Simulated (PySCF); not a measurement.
Consider C7H8FP.

```xyz
17

C    -2.4757    0.3585   -0.5112
C    -1.6768   -0.7448    0.1834
C    -0.2025   -0.4656    0.0715
C     0.4106    0.3183    1.0310
C     1.7462    0.6862    1.0104
C     2.6098    0.2996    0.0001
C     2.1877   -0.4815   -1.0521
F     3.1136   -0.8066   -1.9899
P     0.5957   -1.1207   -1.3366
H    -3.5414    0.1535   -0.4465
H    -2.1950    0.4183   -1.5613
H    -2.2758    1.3218   -0.0470
H    -1.9695   -0.7979    1.2342
H    -1.9109   -1.7024   -0.2870
H    -0.1976    0.6651    1.8576
H     2.1301    1.2999    1.8119
H     3.6447    0.6105    0.0217
```

Geometry: GFN2-xTB.

Theory: PySCF, PBE0/pcSseg-1, SCF density, gas phase, non-relativistic.

What can the converged electron density and electron localisation function tell about the bonding?

C–F (1.36 Å): ρ at the midpoint is about 2.2 e/Å³, with its minimum of 1.7 e/Å³ about 0.5 Å from C; the ELF peaks at about 0.85 between the atoms; a shared but strongly polarised pair.
C–C (1.38 Å): the density is about 2.2 e/Å³ at the midpoint; the ELF peaks at about 0.95 between the atoms (localised, covalent bonding).
C–P (1.74 Å): ρ at the midpoint is about 1.3 e/Å³; the ELF peaks at about 0.95 between the atoms (a covalent bond).
C–H (1.08 Å): ρ is about 2 e/Å³ halfway; the ELF climbs to about 1 towards the hydrogen, as it does in any bond to H: an ordinary covalent bond to hydrogen.

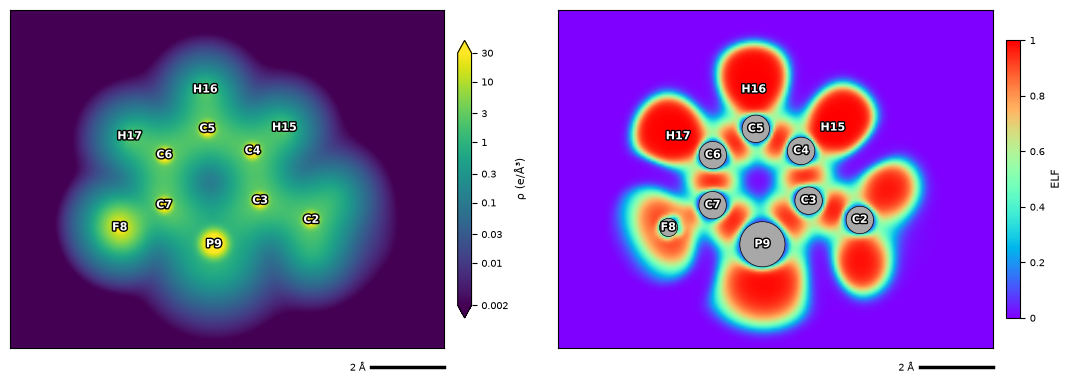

Computed electron density and electron localisation function on the plane of atoms C4, C5 and H16, in this order. Grey discs cover the atomic cores in the ELF map. 
